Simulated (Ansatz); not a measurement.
# AlH6NO2: what the fields show

The calculation's input:

```
crystal:
  periodic: [false, false, false]
  atoms:
    - {symbol: Al, position_ang: [0.192309, -0.605341, 0.274878]}
    - {symbol: N, position_ang: [0.105384, 1.359597, -0.168609]}
    - {symbol: O, position_ang: [0.474708, -1.070134, -1.365671]}
    - {symbol: O, position_ang: [-1.417772, -0.641252, 0.902209]}
    - {symbol: H, position_ang: [0.789881, 1.948249, 0.291095]}
    - {symbol: H, position_ang: [1.381070, -0.852195, 1.313359]}
    - {symbol: H, position_ang: [-0.825247, 1.677926, 0.084611]}
    - {symbol: H, position_ang: [0.224373, 1.440378, -1.174014]}
    - {symbol: H, position_ang: [0.825561, -1.919573, -1.620268]}
    - {symbol: H, position_ang: [-1.750265, -1.337652, 1.462510]}
basis:
  gaussian: {orbitals: def2-TZVPP}
hamiltonian: {xc: pbe0, dispersion: d4}
output: {orbitals: {seedname: orbitals}}
```

Command:

```sh
ansatz run in.yaml --threads 4 --pin off --events-out ev --progress --plain --max-ram 9574MiB
```

The product side of a reaction path; geometry: PBE0-D4/def2-TZVP.

Computed with Ansatz, RKS PBE0-D4/def2-TZVPP.

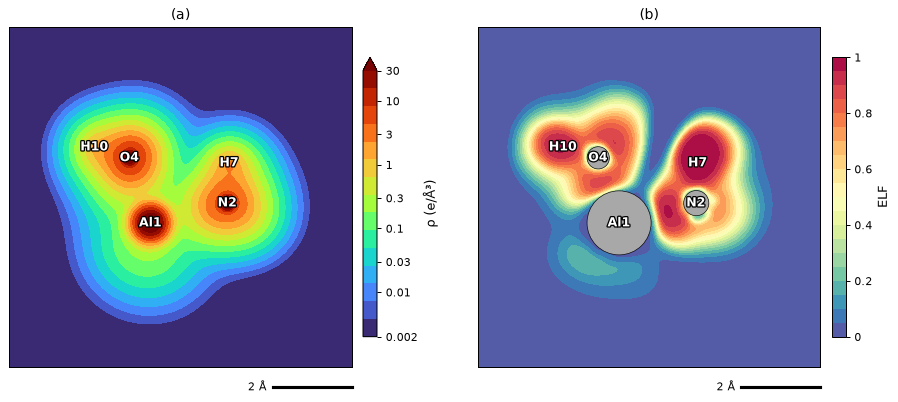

Figure 1. (a) total electron density; (b) electron localisation function on the plane of atoms N2, Al1 and O4. Grey discs cover the atomic cores in the ELF map.

Q: What does the map show?

A:
- Atoms in the plane: Al, N, O and H.
- Al–O (1.73 Å): ρ at the midpoint is about 0.85 e/Å³; the ELF peaks at about 0.85 in the valence shell of O, 0.6 Å from its nucleus, and is about 0.50 at the midpoint.
- Al–N (2.02 Å): ρ is about 0.52 e/Å³ halfway; the ELF peaks at about 0.95 in the valence shell of N, 0.8 Å from its nucleus, and is about 0.75 at the midpoint.
- O–H (0.95 Å): the density is about 3.8 e/Å³ at the midpoint; the ELF climbs to about 1 towards the hydrogen, as it does in any bond to H; a covalent bond by its length.
- N–H (1.02 Å): the density is about 2.9 e/Å³ at the midpoint; the ELF climbs to about 1 towards the hydrogen: an ordinary covalent bond to hydrogen.
- The ELF also peaks beside O4, away from the bonds: lone-pair regions.

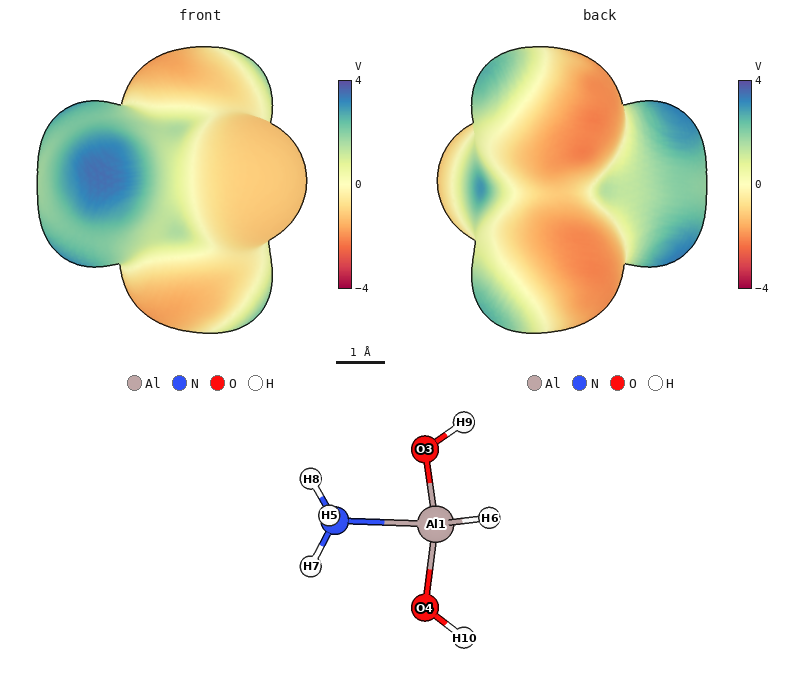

Figure 2. The electrostatic potential painted on the density surface at 0.004 e/bohr³, seen from the front and from behind; the colour scale runs from red (negative) to blue (positive). The bare structure is drawn below in the same view.

Q: Which sites attract a positive test charge, and which a negative one?

A: A positive charge is drawn to the negative regions and a negative charge to the positive ones. The most negative region (about −2.1 V) lies over O3 and O4, the most positive (about +3.5 V) over H5.

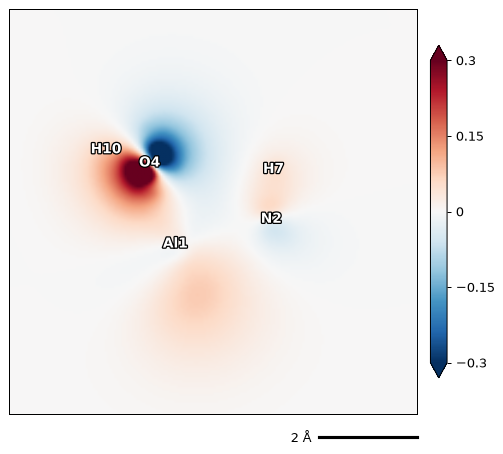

Figure 3. The HOMO−1 on the plane of atoms N2, Al1 and O4 (values in Å⁻³ᐟ²; the overall sign is arbitrary).

Q: What is the character of this orbital?

A: Its weight (Hirshfeld) is mainly on O4 (about 45 %) and O3 (about 45 %); largely a combination of lone pairs on O4 and O3. Its energy is −7.78 eV.
